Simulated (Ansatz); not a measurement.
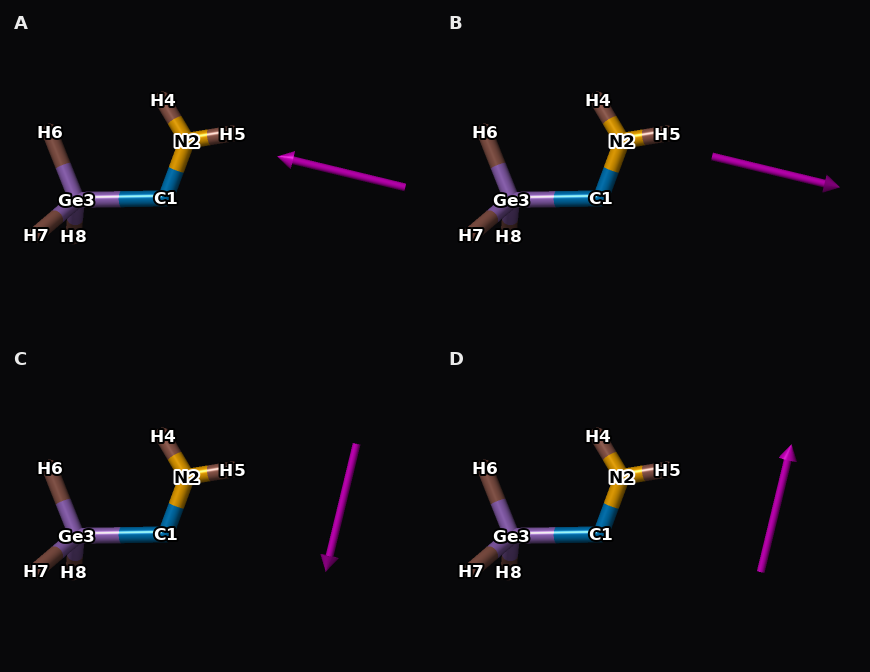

The same molecule four times, each with an arrow. The geometry was computed by an optimisation with PBE0-D4/def2-TZVP. No frequency run is at hand to confirm it as a minimum. Properties computed with RKS PBE0-D4/def2-TZVP (Ansatz 0.2.0).

Which arrow points along the dipole moment, from the negative to the positive end?

D. The dipole moment is 2.99 D; it points from the side of H7, H8 to the side of H4 (the outermost atoms at the two ends).
